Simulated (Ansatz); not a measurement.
**Geometry relaxation, with input and output: GaPH$_{6}$O$_{2}$ (part 1 of 2)**

The run: geometry relaxation of GaPH$_{6}$O$_{2}$. Method and program: RKS CAM-B3LYP-D4/def2-SVP (Ansatz 0.2.0).

The input holds or restrains some coordinates. It belongs to a series of runs on one base structure; here: pulled along the bonds that form and break, towards end B. Figures and captions count atoms from 1; the log counts them from 0 in places.

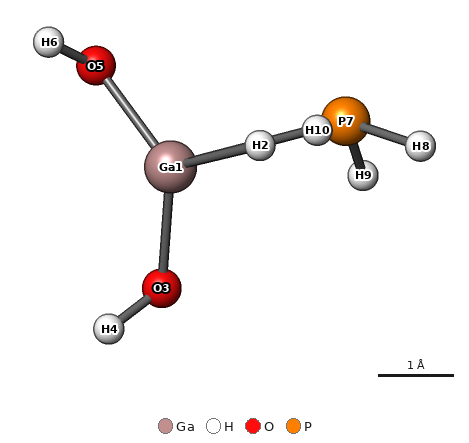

Fig. 1: The starting structure (ball-and-stick view, seen at a tilt; atoms are numbered from 1 in the order of the input). Sticks mark near contacts. Bond lengths as drawn: Ga–H 1.92 Å, Ga–O 1.79 Å, Ga–P 2.59 Å, H–O 1.01 Å and H–P 1.42 Å.

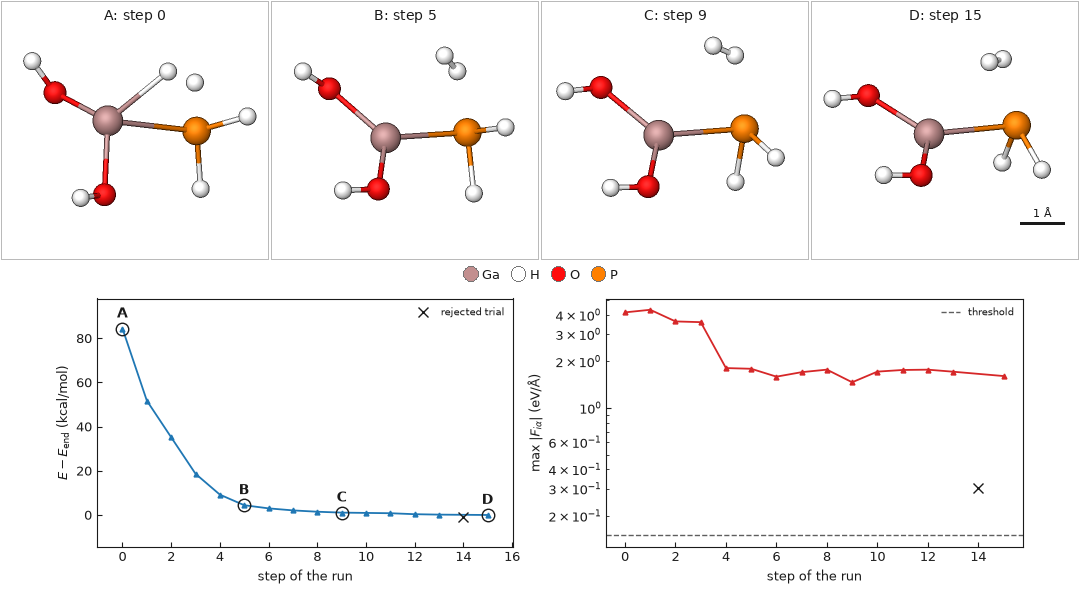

Fig. 2: Frames of the restrained relaxation (ball-and-stick view, seen at a tilt) above the curves, on which the letters mark them (the first geometry is step 0 here and step 1 in the log).

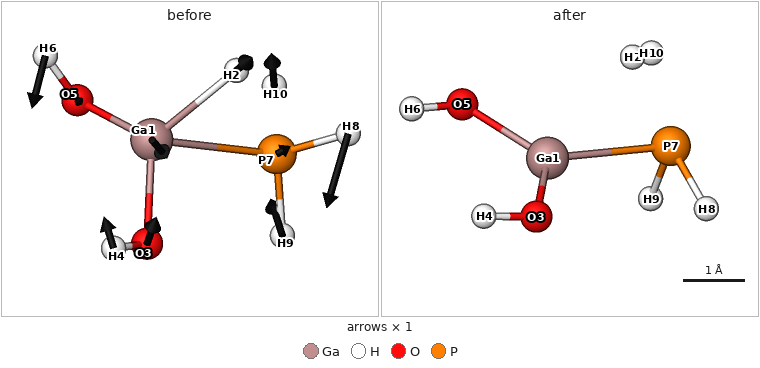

Fig. 3: Before (left) and after (right) the restrained relaxation, at one scale (ball-and-stick view, seen at a tilt). The black arrows give the displacements, at true length. After 15 geometry steps the energy has fallen by 84.4 kcal/mol. The largest force component goes from 4.2 to 1.6 eV/Å. The line search rejected the trial step at point 14 (counted from 0) and went back. The atom that moves furthest after the best rigid fit is H8 (1.29 Å). Largest moves by element: H 1.29 Å, Ga 0.70 Å, O 0.62 Å, P 0.27 Å. Among the contacts that change: Ga1–H2 1.920 → 2.770 Å, Ga1–P7 2.590 → 2.290 Å, H2–H10 0.982 → 0.722 Å, O3–H4 1.010 → 0.963 Å. New bonds form: H2–H10 (0.98 → 0.72 Å). Among the angles that change: O3–Ga1–P7 96.8° → 121.3°, O5–Ga1–P7 101.3° → 119.4°, Ga1–P7–H8 109.5° → 92.8°. (Atoms are counted from 1 in the order of the input.)

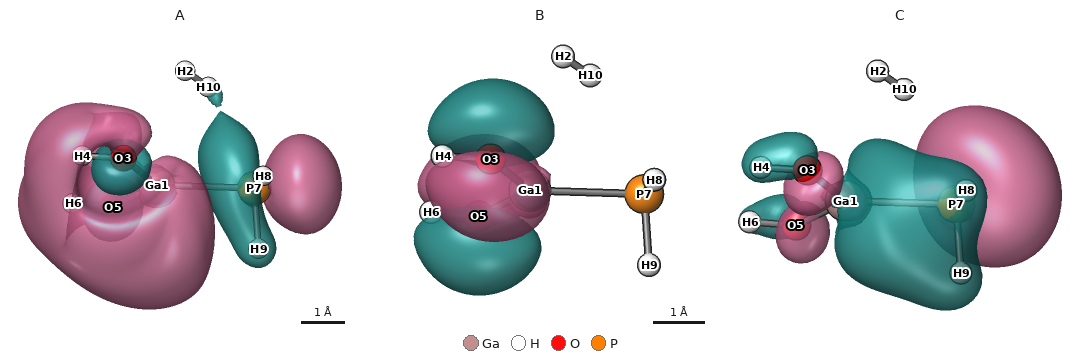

Fig. 4: Three frontier orbitals at ±0.06 Å⁻³ᐟ² (teal and pink are the two phases). B is the HOMO−1 (−9.89 eV). C is the HOMO (−8.83 eV). A is the LUMO (0.58 eV). By Hirshfeld shares it lies mainly on Ga1 (45 %), P7 (20 %), O5 (10 %) and O3 (10 %). The HOMO–LUMO gap is 9.41 eV between the orbital energies.

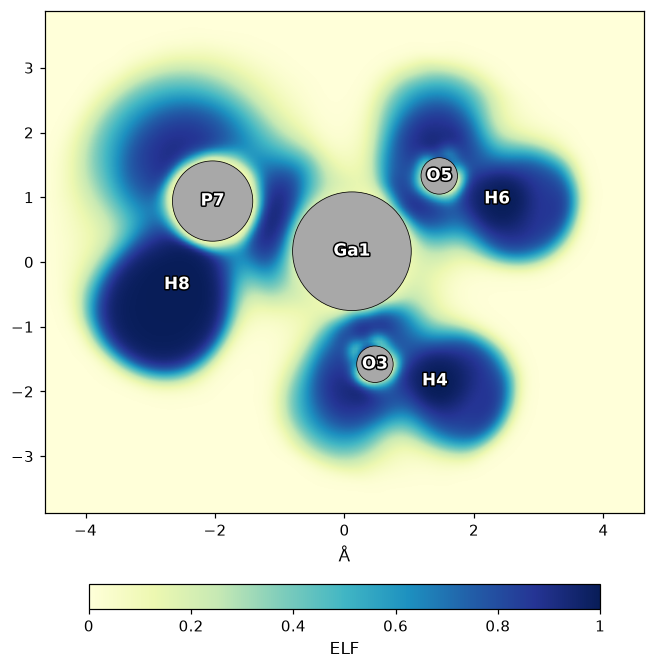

Fig. 5: ELF on the plane of atoms O3, Ga1 and O5. Grey discs, where drawn, cover atomic cores. Ga–O (1.78 Å): the ELF peaks at about 0.85 in the valence shell of O, 0.6 Å from its nucleus, and is about 0.25 at the midpoint. Ga–P (2.29 Å): the ELF peaks at about 0.90 in the valence shell of P, 1.0 Å from its nucleus, and is about 0.85 at the midpoint. P–H (1.42 Å): the ELF climbs to about 1 towards the hydrogen.

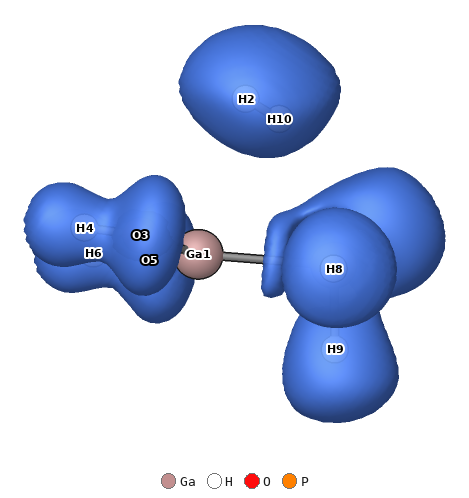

Fig. 6: Isosurface of the electron localisation function at 0.75 (blue), seen at a tilt. Only the valence region is drawn (cores and ρ < 0.01 e/Å³ removed). Along the contacts the grid gives the following. Ga1···H10 (2.66 Å): the ELF is only about 0.05 between them (a non-bonded, intermolecular contact). Ga–O (1.78 Å): the ELF peaks at about 0.85 in the valence shell of O, 0.6 Å from its nucleus, and is about 0.25 at the midpoint.

The input that produced these results follows, with the program's output.

### The input
```yaml
crystal:
  periodic: [false, false, false]
  atoms:
    - { symbol: Ga, position_ang: [0.0, 0.0, 0.0] }
    - { symbol: H, position_ang: [0.0, 0.0, 1.92] }
    - { symbol: O, position_ang: [1.5501, 0.0, -0.895] }
    - { symbol: H, position_ang: [1.85, -0.9519, -1.0499] }
    - { symbol: O, position_ang: [-1.5501, 0.0, -0.895] }
    - { symbol: H, position_ang: [-2.0598, -0.8467, -0.6865] }
    - { symbol: P, position_ang: [0.1161, 2.4551, 0.8167] }
    - { symbol: H, position_ang: [0.6765, 2.4949, 2.1208] }
    - { symbol: H, position_ang: [0.9275, 3.2117, -0.0697] }
    - { symbol: H, position_ang: [0.0463, 0.979, 1.9729] }
basis:
  gaussian: { orbitals: def2-SVP }
hamiltonian:
  xc: cam_b3lyp
  dispersion: d4
relax:
  f_tol: 0.15
  max_steps: 25
  restrain:
    - { distance: [0, 6], at: 2.29, k: 30.0 }
    - { distance: [9, 1], at: 0.66, k: 30.0 }
    - { distance: [0, 1], at: 2.77, k: 30.0 }
    - { distance: [9, 6], at: 2.62, k: 30.0 }
output:
  orbitals: {}
```

Launched with:
```bash
ansatz run input.yaml --threads 4 --pin off --max-ram 5120MiB --backend cpu --events-out ev --progress --plain --runs-dir out
```

### The program's output
```
The last accepted step is kept in [file] (removed where the run ends without a failure and the disk answers)
Engine: ansatz 0.2.0, aarch64-unknown-linux-gnu
Functional definition: CAM-B3LYP
  parameter alpha = 0.19
  parameter beta = 0.46
  parameter omega = 0.33/bohr
  parameter ac = 0.81
  exchange = (1 - alpha - beta)*b88_x + beta*b88_x_sr(omega) + alpha*exact_x + beta*exact_x_lr(omega)
  correlation = (1 - ac)*vwn5_c + ac*lyp_c
1121 factors; integrals over basis functions are off by at most 3.7e-4 eV
351 factors; integrals over basis functions are off by at most 9.8e-7 eV
mean field evaluation 1: about -65835.3943 eV, gradient 7.1e1 eV
mean field evaluation 2: about -65816.0373 eV, gradient 1.2e2 eV
mean field evaluation 4: about -65844.8811 eV, gradient 3.1e0 eV
mean field evaluation 8: about -65844.9068 eV, gradient 2.3e-1 eV
mean field evaluation 16: about -65844.9098 eV, gradient 8.6e-4 eV
mean field -65844.90983528 eV, -2419.7558051637 hartree, gradient 9.0e-5 eV, S^2 0.000000; 0 other end points of the search recorded, 0 dependent functions left out
the calculation of the forces begins
reference -65844.90996449 eV, -2419.7558099119 hartree; 34, 34 occupied and 74, 74 virtual orbitals, 1121 factors
relax step   1: F+E_penalty+E_count = -65845.10497234 eV  Δ(F+E_penalty+E_count) = +0.000e0 eV  max|allowed force component| = 4.156e0 eV/Å  E_restraint = 22.03405803 eV  max|allowed force component, restraints' pulls added| = 3.015e1 eV/Å  Δτ_max = 0.0000 Å  (31 SCF iters, accepted)
  distance Ga 0 - P 6 = 2.5900 Å
  distance H 9 - H 1 = 0.9815 Å
  distance Ga 0 - H 1 = 1.9200 Å
  distance H 9 - P 6 = 1.8763 Å
these checks for a lower state are left out or cut short: starts, cluster_reference, orbital_swaps, neighbouring_geometries, increment
1121 factors; integrals over basis functions are off by at most 3.8e-4 eV
351 factors; integrals over basis functions are off by at most 1.0e-6 eV
mean field -65846.33405634 eV, -2419.8081443224 hartree, gradient 1.7e-5 eV, S^2 0.000000; 0 other end points of the search recorded, 0 dependent functions left out
[... from here on the field's lines of each further geometry are left out, up to the last ...]
relax step   2: F+E_penalty+E_count = -65846.52053146 eV  Δ(F+E_penalty+E_count) = -1.416e0 eV  max|allowed force component| = 4.320e0 eV/Å  E_restraint = 8.47429816 eV  max|allowed force component, restraints' pulls added| = 1.637e1 eV/Å  Δτ_max = 0.1943 Å  (38 SCF iters, accepted)
relax step   3: F+E_penalty+E_count = -65847.24002183 eV  Δ(F+E_penalty+E_count) = -7.195e-1 eV  max|allowed force component| = 3.632e0 eV/Å  E_restraint = 2.00537475 eV  max|allowed force component, restraints' pulls added| = 8.184e0 eV/Å  Δτ_max = 0.1947 Å  (33 SCF iters, accepted)
relax step   4: F+E_penalty+E_count = -65847.95639215 eV  Δ(F+E_penalty+E_count) = -7.164e-1 eV  max|allowed force component| = 3.592e0 eV/Å  E_restraint = 0.08576217 eV  max|allowed force component, restraints' pulls added| = 3.060e0 eV/Å  Δτ_max = 0.1943 Å  (31 SCF iters, accepted)
relax step   5: F+E_penalty+E_count = -65848.36602297 eV  Δ(F+E_penalty+E_count) = -4.096e-1 eV  max|allowed force component| = 1.812e0 eV/Å  E_restraint = 0.11621444 eV  max|allowed force component, restraints' pulls added| = 2.064e0 eV/Å  Δτ_max = 0.1950 Å  (30 SCF iters, accepted)
relax step   6: F+E_penalty+E_count = -65848.57351736 eV  Δ(F+E_penalty+E_count) = -2.075e-1 eV  max|allowed force component| = 1.794e0 eV/Å  E_restraint = 0.05735023 eV  max|allowed force component, restraints' pulls added| = 4.847e-1 eV/Å  Δτ_max = 0.2000 Å  (31 SCF iters, accepted)
relax step   7: F+E_penalty+E_count = -65848.63525924 eV  Δ(F+E_penalty+E_count) = -6.174e-2 eV  max|allowed force component| = 1.595e0 eV/Å  E_restraint = 0.06443952 eV  max|allowed force component, restraints' pulls added| = 5.154e-1 eV/Å  Δτ_max = 0.2000 Å  (31 SCF iters, accepted)
relax step   8: F+E_penalty+E_count = -65848.67502178 eV  Δ(F+E_penalty+E_count) = -3.976e-2 eV  max|allowed force component| = 1.705e0 eV/Å  E_restraint = 0.05697491 eV  max|allowed force component, restraints' pulls added| = 3.170e-1 eV/Å  Δτ_max = 0.1999 Å  (30 SCF iters, accepted)
relax step   9: F+E_penalty+E_count = -65848.70129888 eV  Δ(F+E_penalty+E_count) = -2.628e-2 eV  max|allowed force component| = 1.771e0 eV/Å  E_restraint = 0.05321300 eV  max|allowed force component, restraints' pulls added| = 1.322e-1 eV/Å  Δτ_max = 0.1997 Å  (29 SCF iters, accepted)
relax step  10: F+E_penalty+E_count = -65848.71861638 eV  Δ(F+E_penalty+E_count) = -1.732e-2 eV  max|allowed force component| = 1.467e0 eV/Å  E_restraint = 0.06824094 eV  max|allowed force component, restraints' pulls added| = 5.690e-1 eV/Å  Δτ_max = 0.1949 Å  (29 SCF iters, accepted)
relax step  11: F+E_penalty+E_count = -65848.72460859 eV  Δ(F+E_penalty+E_count) = -5.992e-3 eV  max|allowed force component| = 1.719e0 eV/Å  E_restraint = 0.05775854 eV  max|allowed force component, restraints' pulls added| = 3.571e-1 eV/Å  Δτ_max = 0.0877 Å  (27 SCF iters, accepted)
relax step  12: F+E_penalty+E_count = -65848.73069550 eV  Δ(F+E_penalty+E_count) = -6.087e-3 eV  max|allowed force component| = 1.762e0 eV/Å  E_restraint = 0.05645616 eV  max|allowed force component, restraints' pulls added| = 2.558e-1 eV/Å  Δτ_max = 0.2000 Å  (30 SCF iters, accepted)
relax step  13: F+E_penalty+E_count = -65848.74971180 eV  Δ(F+E_penalty+E_count) = -1.902e-2 eV  max|allowed force component| = 1.770e0 eV/Å  E_restraint = 0.05421931 eV  max|allowed force component, restraints' pulls added| = 3.065e-1 eV/Å  Δτ_max = 0.1736 Å  (29 SCF iters, accepted)
relax step  14: F+E_penalty+E_count = -65848.75812712 eV  Δ(F+E_penalty+E_count) = -8.415e-3 eV  max|allowed force component| = 1.717e0 eV/Å  E_restraint = 0.05516091 eV  max|allowed force component, restraints' pulls added| = 1.371e-1 eV/Å  Δτ_max = 0.1548 Å  (30 SCF iters, accepted)
relax step  15: F+E_penalty+E_count = -65848.79512667 eV  Δ(F+E_penalty+E_count) = -3.700e-2 eV  max|allowed force component| = 3.039e-1 eV/Å  E_restraint = 0.17730444 eV  max|allowed force component, restraints' pulls added| = 2.732e0 eV/Å  Δτ_max = 0.1538 Å  (27 SCF iters, rejected (line search))
the calculation of the forces begins
reference -65848.58264539 eV, -2419.8907784458 hartree; 34, 34 occupied and 74, 74 virtual orbitals, 1121 factors
```
